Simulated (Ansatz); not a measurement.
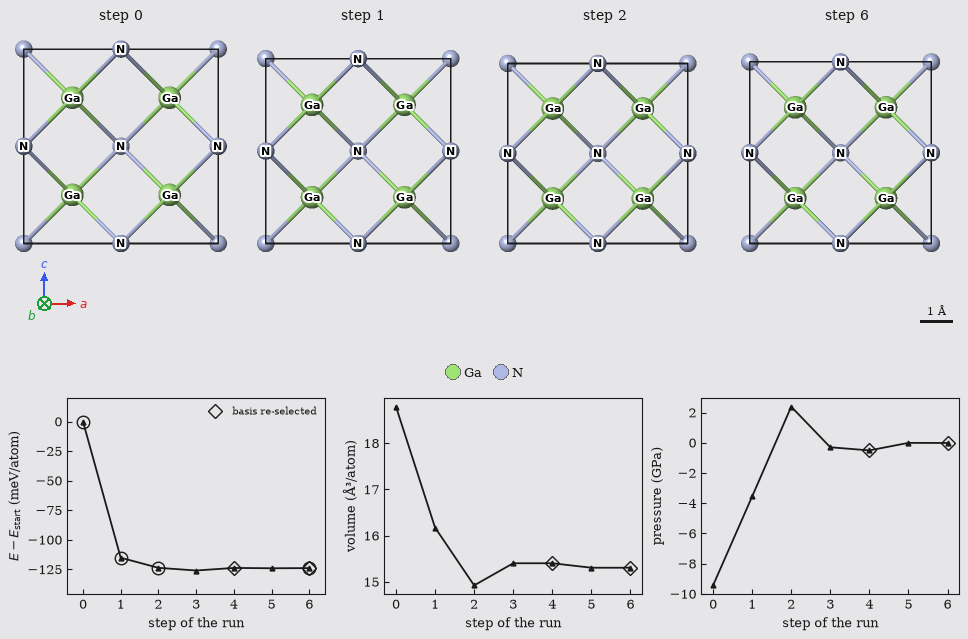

Frames of a relaxation of a crystal of Ga2N (a generated structure, set up in Fm-3m) (coarse preliminary run), marked on the history of the run. Style: ball-and-stick. Shown: the conventional cell (4 times the calculation's cell), along the b axis. Lengths and directions refer to the drawn axes.

Method: Ansatz, DFT PBE, scalar-relativistic, plane waves, PAW. (plane-wave cutoff 420 eV; k-point mesh 6 × 6 × 6; occupations gaussian; smearing width 0.1 eV; no spin polarisation; cell and atoms relaxed; force threshold 0.04 eV/Å; at most 70 steps)

### Describe the path.

Over 4 accepted moves (6 points after the start) the energy falls by 124 meV per atom. All forces vanish by symmetry, so only the cell relaxes. The pressure goes from −9.43 to −0.01 GPa. At 2 points the geometry stayed and the basis and grid were re-selected for the new cell (energy shift of 2.2 meV per atom at most each time). No atom moves by more than 0.005 Å relative to the cell. The volume changes by −18.5 %, with a = b = c 6.087 → 5.684 Å (−6.6 %). Near-neighbour distances that change, for instance: Ga–N 2.636 → 2.461 Å. The space group stays Fm-3m (No. 225). From step 0 to 1: volume −13.9 %, energy −115 meV per atom. From step 1 to 2: volume −7.7 %, energy −8.5 meV per atom. From step 2 to 6: volume +2.6 %, energy −0.2 meV per atom.

```
step  E − E(0), meV/atom  pressure, GPa  volume, Å³/atom                      note
   0                0.00          -9.43           18.792                          
   1             -115.13          -3.55           16.175                          
   2             -123.67           2.39           14.924                          
   3             -125.94          -0.30           15.404                          
   4             -123.76          -0.50           15.404  same geometry, new basis
   5             -124.04           0.00           15.307                          
   6             -123.90          -0.01           15.307  same geometry, new basis
```
